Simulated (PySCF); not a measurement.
**[SnCl3]-: geometry, NMR shifts and electronic excitations**

Wanted: the NMR shifts and electronic excitations of [SnCl3]- (`[Cl][Sn-]([Cl])[Cl]`), by calculation.

Computed with PySCF 2.14.0, with density-fitted response routines of our own, on a single molecule in the gas phase. Atoms count from 0, in the outputs and in this text.

### 1 Starting geometry

4 atoms, charge -1, multiplicity 1; geometry from: GFN2-xTB.

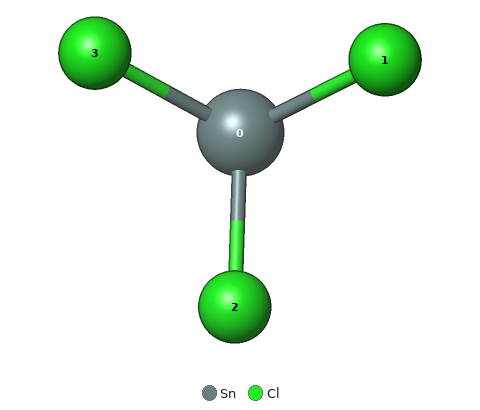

The starting geometry (tin teal, chlorine green), atoms numbered.

### 2 Geometry optimisation at PBE0-D3(BJ)/def2-SVP

What the job is given:

```
{"job": {"xc": "PBE0", "basis": "def2-SVP", "d3": "d3bj", "grid": 1, "maxiter": 40, "kind": "geom"}, "charge": -1, "multiplicity": 1}
Sn    -0.003550     0.004980     0.857930
Cl     2.216020    -0.032230    -0.275220
Cl    -1.079450     1.931550    -0.303050
Cl    -1.133010    -1.904300    -0.279660
```

**Question.** This job is followed by: GIAO PBE0/pcSseg-1 Sn:def2-TZVP NMR shielding, non-relativistic, gas phase; TDDFT CAM-B3LYP/def2-SVPD, vertical, gas phase, core orbitals frozen in the response; GIAO KT2/pcSseg-1 Sn:def2-TZVP NMR shielding, non-relativistic, gas phase. Predict these results of the whole session: point group; rotational constants (main isotopes); 35Cl shifts against HCl (PBE0/def2-TZVP+pcSseg-1, means over atoms taken as alike); lowest singlet (CAM-B3LYP/def2-SVPD); lowest triplet; range of the shift of Cl1.

The runs gave:

| quantity | value |
| --- | --- |
| point group | C3v |
| rotational constants (main isotopes) | 1.54, 1.53, 1.03 GHz |
| 35Cl shifts against HCl (PBE0/def2-TZVP+pcSseg-1, means over atoms taken as alike) | 150 ppm |
| lowest singlet (CAM-B3LYP/def2-SVPD) | 5.09 eV (244 nm), f = 0.205 |
| lowest triplet | 4.27 eV |
| range of the shift of Cl1 | 150 to 193 ppm |

What this shows: Relaxing lowered the energy by 0.015 eV in 10 steps; the close pair that moved most is Sn0–Cl3, from 2.493 to 2.483 Å. The first singlet state (HOMO→LUMO 0.95) lies at 5.09 eV and is bright; of the 10 states computed, the strongest absorption comes from states 2 to 3 together at 5.37 eV. The lowest triplet lies 0.81 eV below the lowest singlet (triplets in Tamm-Dancoff, singlets in full TDDFT). Spin-orbit coupling, left out, mixes singlets and triplets in elements this heavy. The lowest singlet lies above −ε(HOMO); no detachment energy was computed, so the anion's states may not be bound. The shift of Cl1 (with its like atoms) runs from 150 (PBE0/def2-TZVP+pcSseg-1) to 193 ppm (KT2/def2-TZVP+pcSseg-1). Spin-orbit coupling is left out, which matters for shieldings and couplings at and beside the heavy atoms.
